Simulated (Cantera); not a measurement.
Feed: 1 mol SiCl4, 640 mol H2, held at 0.00370 bar.

Equilibrium computed with Cantera from the NASA thermochemical tables; the gas is ideal and each condensed phase is pure. Candidate condensed phases: Si; 19 gas species. The tables' values for SiCl are old estimates; treat these amounts as uncertain. Gases not in the tables: Si2H6 and higher silanes. Equilibrium is a limit: real reactors are often held back by kinetics, nucleation or transport.

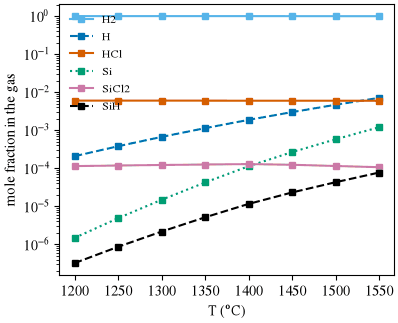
*Equilibrium gas composition (values under 1e-9 drawn at 1e-9)*

Problem. Read off the mole fractions at 1300 °C.

Solution. H2 about 0.99, HCl about 0.0060, H about 0.00067, SiCl2 about 0.00012, Si about 1.5e-5, SiH about 2.2e-6.
